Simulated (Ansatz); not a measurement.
System Cs₂HgS₂ (space group Pbam, No. 55); source of the atomic positions: coordinates from a relaxation with DFT, PAW plane waves, pbe (Ansatz 0.2.0); the starting structure was generated, so it need not be a known form of this composition.

```cif
data_structure
_symmetry_space_group_name_H-M 'P 1'
_symmetry_Int_Tables_number 1
_cell_length_a 8.1525
_cell_length_b 10.3804
_cell_length_c 4.6680
_cell_angle_alpha 90.000
_cell_angle_beta 90.000
_cell_angle_gamma 90.000
_cell_volume 395.04
loop_
_atom_site_label
_atom_site_type_symbol
_atom_site_fract_x
_atom_site_fract_y
_atom_site_fract_z
_atom_site_occupancy
Hg1 Hg 0.50000 0.50000 0.00000 1
Hg2 Hg 0.00000 0.00000 0.00000 1
Cs1 Cs 0.39214 0.83355 0.50000 1
Cs2 Cs 0.60786 0.16645 0.50000 1
Cs3 Cs 0.89214 0.66645 0.50000 1
Cs4 Cs 0.10786 0.33355 0.50000 1
S1 S 0.23938 0.59219 0.00000 1
S2 S 0.76062 0.40781 0.00000 1
S3 S 0.73938 0.90781 0.00000 1
S4 S 0.26062 0.09219 0.00000 1
```

Describe how the polyhedra about Cs are linked (bonds: Cs–S below 4.2 Å).

Cs: CsS6 trigonal prism, sharing faces with three neighbours, corners with eight neighbours and edges with six neighbours.

They form a three-dimensional framework of corner-, edge- and face-sharing trigonal prisms.

Centre to centre across a shared face: 3.88 to 4.67 Å; across a shared corner: 6.44 to 7.36 Å; across a shared edge: 4.43 to 6.07 Å.

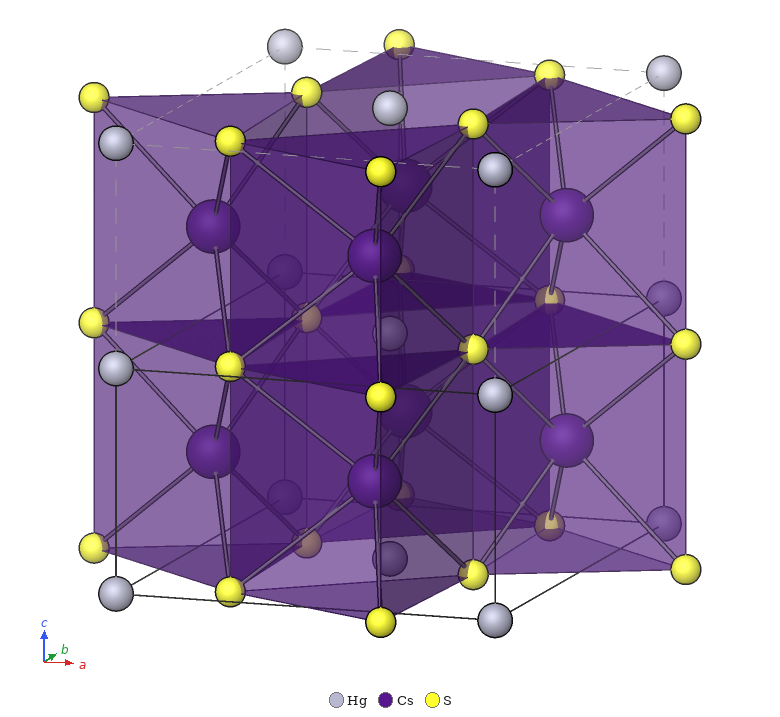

Polyhedra are drawn about Cs (bonds: Cs–S below 4.2 Å); other atoms are plain spheres.
